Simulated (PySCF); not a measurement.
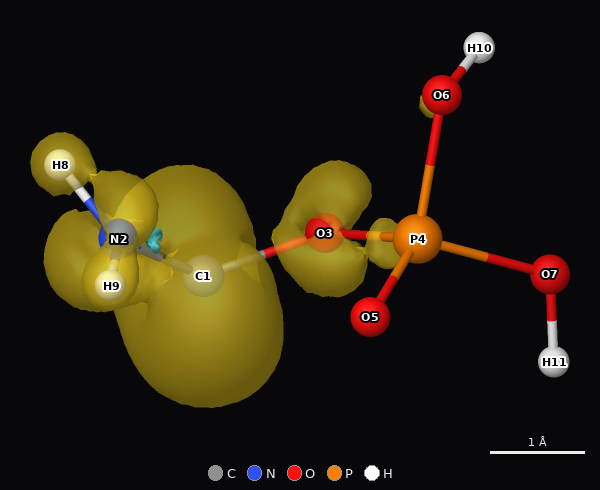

Figure. CH$_{4}$NO$_{4}$P (triplet). Isosurfaces of the spin density at +0.05 (yellow) and −0.05 e/Å³ (cyan), seen across its widest extent.

Geometry: PBE0-D3(BJ)/def2-SVP.

All numbers below come from PySCF, UKS B3LYP, IGLO-III on C N O P, pcH-1 on H, non-relativistic, mean-field spin-orbit, GIAO.

| atom | x (Å) | y (Å) | z (Å) |
| --- | --- | --- | --- |
| C | -1.3449 | 0.4467 | -0.9318 |
| N | -1.9067 | 1.1933 | 0.0310 |
| O | -0.0156 | 0.0994 | -1.0183 |
| P | 0.7084 | -0.6298 | 0.2543 |
| O | -0.2210 | -1.1296 | 1.2770 |
| O | 1.7720 | 0.4417 | 0.7759 |
| O | 1.6850 | -1.6749 | -0.4819 |
| H | -1.9684 | 2.2061 | -0.0260 |
| H | -2.2910 | 0.7549 | 0.8642 |
| H | 2.4119 | 0.6989 | 0.0996 |
| H | 1.2037 | -2.4349 | -0.8340 |

Which atoms carry the spin?

The unpaired spin (2 electrons) lies mostly on C1 (about 1.4), N2 (about 0.3) and O3 (about 0.2), in electrons by Hirshfeld's partition.
